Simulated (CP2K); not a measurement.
**PBE-D3(0)/DZVP-MOLOPT-SR-GTH (core potential, ngrids 5) run of HCl (SMILES Cl)**

Aim: the vertical ionisation energy of HCl at PBE-D3(0)/DZVP-MOLOPT-SR-GTH (core potential, ngrids 5), from 2 runs. 

The calculation is run with CP2K 2026.2.

4 further runs of the same task are left out: 3 that didn't finish, 1 set aside as unsound or not needed. Runs told in other sessions of the task aren't counted.

### Step 1. The structure to begin with

HCl: 2 atoms, total charge 0, spin state singlet. As SMILES, `Cl`. The shape is that of a PBE0-D4/def2-TZVP optimisation.

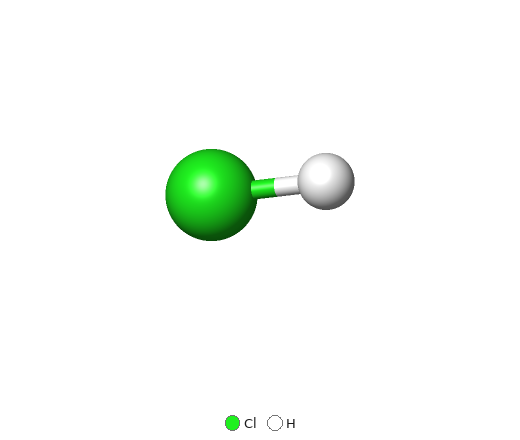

The structure, seen from a chosen angle (chlorine green, hydrogen white).

### Step 2. The charge distribution at PBE-D3(0)/DZVP-MOLOPT-SR-GTH (core potential, ngrids 5)

Contents of molecule.xyz:

```xyz
2

Cl     0.546000    -0.178500     0.280800
H     -0.546000     0.178500    -0.280800
```

Contents of molecule.inp:

```
&GLOBAL
  PROJECT_NAME molecule
  RUN_TYPE ENERGY_FORCE
  PRINT_LEVEL MEDIUM
&END GLOBAL
&FORCE_EVAL
  METHOD QUICKSTEP
  &DFT
    BASIS_SET_FILE_NAME BASIS_MOLOPT
    POTENTIAL_FILE_NAME GTH_POTENTIALS
    ! Quickstep
    &QS
      METHOD GAPW
      EPS_DEFAULT 1.0E-10
    &END QS
    ! plane-wave cutoff in Ry
    &MGRID
      CUTOFF 280
      REL_CUTOFF 50
      NGRIDS 5
    &END MGRID
    &POISSON
      PERIODIC NONE
      POISSON_SOLVER WAVELET
    &END POISSON
    ! SCF settings
    &SCF
      SCF_GUESS ATOMIC
      EPS_SCF 5.0E-07
      MAX_SCF 50
      &OT
        MINIMIZER CG
        PRECONDITIONER FULL_SINGLE_INVERSE
      &END OT
      &OUTER_SCF
        EPS_SCF 5.0E-07
        MAX_SCF 10
      &END OUTER_SCF
    &END SCF
    &XC
      &XC_FUNCTIONAL
        &GGA_X_PBE
        &END GGA_X_PBE
        &GGA_C_PBE
        &END GGA_C_PBE
      &END XC_FUNCTIONAL
      &VDW_POTENTIAL
        POTENTIAL_TYPE PAIR_POTENTIAL
        &PAIR_POTENTIAL
          TYPE DFTD3
          PARAMETER_FILE_NAME dftd3.dat
          REFERENCE_FUNCTIONAL PBE
          R_CUTOFF 15
        &END PAIR_POTENTIAL
      &END VDW_POTENTIAL
    &END XC
    ! extra output
    &PRINT
      &MOMENTS
        PERIODIC F
        REFERENCE COM
        MAX_MOMENT 2
      &END MOMENTS
      &MO_CUBES
        NLUMO 3
        NHOMO -1
        WRITE_CUBE F
      &END MO_CUBES
      &HIRSHFELD OFF
      &END HIRSHFELD
      &E_DENSITY_CUBE
        STRIDE 2 2 2
      &END E_DENSITY_CUBE
      &ELF_CUBE
        STRIDE 2 2 2
      &END ELF_CUBE
      &V_HARTREE_CUBE
        STRIDE 2 2 2
      &END V_HARTREE_CUBE
      &OVERLAP_CONDITION ON
      &END OVERLAP_CONDITION
      &KINETIC_ENERGY ON
      &END KINETIC_ENERGY
    &END PRINT
  &END DFT
  &SUBSYS
    &CELL
      ABC 8.1 8.1 8.1
      PERIODIC NONE
    &END CELL
    &TOPOLOGY
      COORD_FILE_NAME molecule.xyz
      COORD_FILE_FORMAT XYZ
      &CENTER_COORDINATES
      &END CENTER_COORDINATES
    &END TOPOLOGY
    &KIND Cl
      BASIS_SET DZVP-MOLOPT-SR-GTH-q7
      POTENTIAL GTH-PBE-q7
    &END KIND
    &KIND H
      BASIS_SET DZVP-MOLOPT-SR-GTH-q1
      POTENTIAL GTH-PBE-q1
    &END KIND
  &END SUBSYS
  &PRINT
    &FORCES ON
    &END FORCES
  &END PRINT
&END FORCE_EVAL
```

On the command line:

```bash
$ OMP_NUM_THREADS=1 cp2k.psmp molecule.inp > molecule.out
```

The log of the run:

```text
CP2K| version string:                                       CP2K version 2026.2
[...]
 GLOBAL| Method name                                                        CP2K
[...]
 GLOBAL| Run type                                                   ENERGY_FORCE
[...]
 DFT| Spin restricted Kohn-Sham (RKS) calculation                            RKS
 DFT| Multiplicity                                                             1
[...]
 DFT| Charge                                                                   0
[...]
 FUNCTIONAL| GGA_X_PBE:
[...]
 FUNCTIONAL| GGA_C_PBE:
[...]
 QS| Method:                                                                GAPW
[...]
 QS| Density cutoff [a.u.]:                                                140.0
[...]
 QS| Relative density cutoff [a.u.]:                                        25.0
[...]
                             - Atoms:                                          2
[...]
                             - Spherical basis functions:                     18
[...]
 Number of electrons:                                                          8
[...]
     1 OT CG       0.80E-01    0.6     0.42208635       -14.0034911755 -1.40E+01
[...]
    40 OT CG       0.14E+00    0.4     0.00000045       -15.5813837614 -4.67E-12
  *** SCF run converged in    40 steps ***
[...]
  Overlap energy of the core charge distribution:               0.00000034025736
  Self energy of the core charge distribution:                -35.12424175623532
  Core Hamiltonian energy:                                      8.20855796414271
  Hartree energy:                                              14.44216539179562
  Exchange-correlation energy:                                 -3.23796239954666
  Dispersion energy:                                           -0.00000108297277
[...]
                     Mulliken Population Analysis
 #  Atom  Element  Kind  Atomic population                           Net charge
       1     Cl       1          7.079190                             -0.079190
       2     H        2          0.920810                              0.079190
 # Total charge                              8.000000                 -0.000000
[...]
  Dipole moment [Debye]
    X= -0.8716318E+00 Y=  0.2849568E+00 Z= -0.4482706E+00  Total=      1.0207296
  Quadrupole moment [Debye*Angstrom]
[...]
 HOMO - LUMO gap [eV] :    8.868402
 *** WARNING in qs_scf_post_gpw.F:1989 :: ELF not implemented for GAPW ***
 *** calculations!                                                     ***
 ENERGY| Total FORCE_EVAL ( QS ) energy [hartree]            -15.581383761370295
 FORCES| Atomic forces [hartree/bohr]
 FORCES|   Atom     x               y               z               |f|
 FORCES|      1  4.97884779E-03 -1.63759511E-03  2.57246997E-03   5.83851392E-03
 FORCES|      2 -4.98127527E-03  1.63182341E-03 -2.56539728E-03   5.83585590E-03
 FORCES| Sum    -2.42747574E-06 -5.77169999E-06  7.07268603E-06
 FORCES| Total atomic force                                       9.44605986E-06
[...]
```

Run time: 31 s. Hardware: 1 thread of Arm Neoverse V1, shared host; peak memory 0.35 GiB.

Atomic charges (e):

```
atom  Mulliken
 Cl1    -0.079
  H2    +0.079
```

### Step 3. The doublet cation at the same level

molecule.xyz is that of step 2.

Contents of run.inp:

```
&GLOBAL
   PROJECT_NAME run
   RUN_TYPE ENERGY_FORCE
   PRINT_LEVEL MEDIUM
&END GLOBAL

&FORCE_EVAL
   METHOD QS
   &DFT
      BASIS_SET_FILE_NAME BASIS_MOLOPT
      POTENTIAL_FILE_NAME GTH_POTENTIALS
      CHARGE 1
      MULTIPLICITY 2
      LSD T
      &QS
         METHOD GAPW
         EPS_DEFAULT 1.0E-10
      &END QS
      &MGRID
         CUTOFF 280
         REL_CUTOFF 50
         NGRIDS 5
      &END MGRID
      &POISSON
         PERIODIC NONE
         POISSON_SOLVER WAVELET
      &END POISSON
      &SCF
         SCF_GUESS ATOMIC
         EPS_SCF 1.0E-06
         MAX_SCF 40
         &OT
            MINIMIZER DIIS
            PRECONDITIONER FULL_ALL
         &END OT
         &OUTER_SCF
            EPS_SCF 1.0E-06
            MAX_SCF 2
         &END OUTER_SCF
      &END SCF
      &XC
         &XC_FUNCTIONAL
            &GGA_X_PBE
            &END GGA_X_PBE
            &GGA_C_PBE
            &END GGA_C_PBE
         &END XC_FUNCTIONAL
         &VDW_POTENTIAL
            POTENTIAL_TYPE PAIR_POTENTIAL
            &PAIR_POTENTIAL
               TYPE DFTD3
               PARAMETER_FILE_NAME dftd3.dat
               REFERENCE_FUNCTIONAL PBE
               R_CUTOFF 15
            &END PAIR_POTENTIAL
         &END VDW_POTENTIAL
      &END XC
      &PRINT
         &MOMENTS
            PERIODIC F
            REFERENCE COM
            MAX_MOMENT 2
         &END MOMENTS
         &MO_CUBES
            NLUMO 2
            NHOMO -1
            WRITE_CUBE F
         &END MO_CUBES
         &HIRSHFELD OFF
         &END HIRSHFELD
         &E_DENSITY_CUBE
            STRIDE 2 2 2
         &END E_DENSITY_CUBE
         &ELF_CUBE
            STRIDE 2 2 2
         &END ELF_CUBE
         &V_HARTREE_CUBE
            STRIDE 2 2 2
         &END V_HARTREE_CUBE
         &OVERLAP_CONDITION ON
         &END OVERLAP_CONDITION
         &KINETIC_ENERGY ON
         &END KINETIC_ENERGY
      &END PRINT
   &END DFT
   &SUBSYS
      &CELL
         ABC 8.1 8.1 8.1
         PERIODIC NONE
      &END CELL
      &TOPOLOGY
         COORD_FILE_NAME molecule.xyz
         COORD_FILE_FORMAT XYZ
         &CENTER_COORDINATES
         &END CENTER_COORDINATES
      &END TOPOLOGY
      &KIND Cl
         BASIS_SET DZVP-MOLOPT-SR-GTH-q7
         POTENTIAL GTH-PBE-q7
      &END KIND
      &KIND H
         BASIS_SET DZVP-MOLOPT-SR-GTH-q1
         POTENTIAL GTH-PBE-q1
      &END KIND
   &END SUBSYS
   &PRINT
      &FORCES ON
      &END FORCES
   &END PRINT
&END FORCE_EVAL
```

On the command line:

```bash
$ OMP_NUM_THREADS=1 cp2k.psmp -i run.inp -o run.out
```

The log of the run, cut to the lines that bear on the results:

```text
CP2K| version string:                                       CP2K version 2026.2
[...]
 GLOBAL| Method name                                                        CP2K
[...]
 GLOBAL| Run type                                                   ENERGY_FORCE
[...]
 DFT| Spin unrestricted (spin-polarized) Kohn-Sham calculation               UKS
 DFT| Multiplicity                                                             2
[...]
 DFT| Charge                                                                   1
[...]
 FUNCTIONAL| GGA_X_PBE:
[...]
 FUNCTIONAL| GGA_C_PBE:
[...]
 QS| Method:                                                                GAPW
[...]
 QS| Density cutoff [a.u.]:                                                140.0
[...]
 QS| Relative density cutoff [a.u.]:                                        25.0
[...]
                             - Atoms:                                          2
[...]
                             - Spherical basis functions:                     18
[...]
 Number of electrons:                                                          4
[...]
     1 OT DIIS     0.15E+00    0.9     0.32395307       -13.4317586169 -1.34E+01
[...]
    40 OT DIIS     0.15E+00    0.7     0.00000098       -15.1146936114 -3.24E-11
  *** SCF run converged in    40 steps ***
[...]
  Overlap energy of the core charge distribution:               0.00000034025736
  Self energy of the core charge distribution:                -35.12424175623532
  Core Hamiltonian energy:                                      7.80735913909187
  Hartree energy:                                              14.98101306079483
  Exchange-correlation energy:                                 -2.91108516791309
  Dispersion energy:                                           -0.00000108297277
[...]
                     Mulliken Population Analysis
 #  Atom  Element  Kind  Atomic population (alpha,beta) Net charge  Spin moment
       1     Cl       1         3.609036     2.594820     0.796144     1.014217
       2     H        2         0.390964     0.405180     0.203856    -0.014217
 # Total charge and spin        4.000000     3.000000     1.000000     1.000000
[...]
  Dipole moment [Debye]
    X= -0.1337189E+01 Y=  0.4371506E+00 Z= -0.6876840E+00  Total=      1.5659133
  Quadrupole moment [Debye*Angstrom]
[...]
 HOMO - LUMO gap [eV] :    0.500954
[...]
 ENERGY| Total FORCE_EVAL ( QS ) energy [hartree]            -15.114693611405913
[...]
```

Run time: 31 s. Hardware: 1 thread of Arm Neoverse V1, shared host; peak memory 0.41 GiB.

Atomic charges (e):

```
atom  Mulliken
 Cl1    +0.796
  H2    +0.204
```

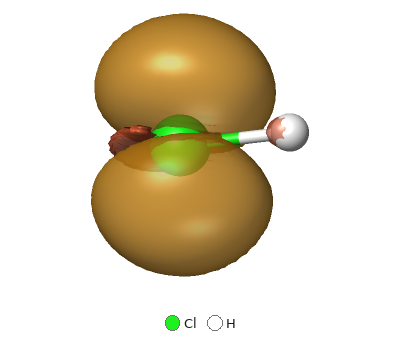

Spin density, surfaces at ±0.03 e/Å³.

### Step 4. What came out

At PBE-D3(0)/DZVP-MOLOPT-SR-GTH (core potential, ngrids 5):

```
                                          quantity         value
                         singlet HCl: total energy  -15.58138 Eh
                        singlet HCl: dipole moment        1.02 D
                          singlet HCl: HOMO energy      -7.85 eV
                          singlet HCl: LUMO energy       1.02 eV
                        singlet HCl: HOMO–LUMO gap       8.87 eV
                    singlet HCl: dispersion energy   0.00 kJ/mol
             singlet HCl: largest force on an atom    0.300 eV/Å
                      doublet cation: total energy  -15.11469 Eh
doublet cation: HOMO energy (highest over α and β)     -17.90 eV
 doublet cation: LUMO energy (lowest over α and β)     -17.40 eV
                 doublet cation: dispersion energy   0.00 kJ/mol
                              doublet cation: ⟨S²⟩         0.754
          doublet cation: largest force on an atom    1.622 eV/Å
vertical ionisation energy (to the doublet cation)     12.699 eV
```

Removing an electron at fixed nuclei costs 12.70 eV (1225 kJ/mol). The largest force (singlet HCl) is 0.30 eV/Å: the shape isn't a stationary point for this species at this level. The negative HOMO energy of the first species, 7.85 eV, lies 4.85 eV below that difference.
